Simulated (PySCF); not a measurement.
# C7H14FN2: the cost of one run

Computed with PySCF 2.14.0 and routines of our own; the level stands in each step. Atoms count from 0.

## 1. The system as given

24 atoms, charge 1, multiplicity 1; geometry from: GFN2-xTB.

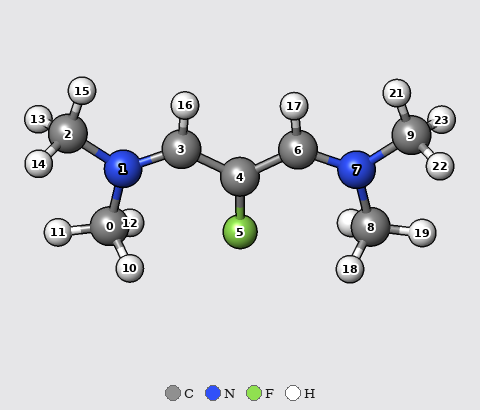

The starting geometry (carbon grey, nitrogen blue, fluorine green, hydrogen white).

## 2. Relaxing the molecule at PBE0-D3(BJ)/def2-SVP

Job settings and geometry (Å):

```
{"job": {"xc": "PBE0", "basis": "def2-SVP", "d3": "d3bj", "grid": 2, "kind": "geom"}, "charge": 1, "multiplicity": 1}
C     -2.895392    -0.566832     0.603347
N     -2.376794     0.480893    -0.248194
C     -3.362890     1.340159    -0.852575
C     -1.095190     0.662853    -0.468748
C     -0.012164    -0.056344     0.026397
F     -0.239503    -1.110296     0.855344
C      1.297459     0.277527    -0.303213
N      2.415911    -0.294934     0.078931
C      2.461944    -1.444319     0.955936
C      3.692510     0.204766    -0.364594
H     -2.510949    -0.467685     1.618868
H     -3.979410    -0.504005     0.632480
H     -2.610989    -1.549594     0.226026
H     -4.052880     0.746852    -1.455474
H     -3.937813     1.849255    -0.076389
H     -2.895128     2.087402    -1.489151
H     -0.839289     1.484331    -1.123893
H      1.401668     1.127659    -0.963900
H      2.006332    -1.216340     1.920013
H      3.496581    -1.732516     1.118275
H      1.927903    -2.288143     0.518130
H      3.571108     1.068002    -1.014650
H      4.297250     0.495316     0.496632
H      4.227990    -0.574242    -0.910631
```

Run with:

```sh
$ OMP_NUM_THREADS=1 python excited_run.py task.json out
```

One launch serves the whole session: the jobs run in the order shown.

Q: Estimate the wall time and peak memory of this first job on 1 thread of Arm Neoverse V2, shared host.

About 3 min, with a peak of 1.1 GiB.
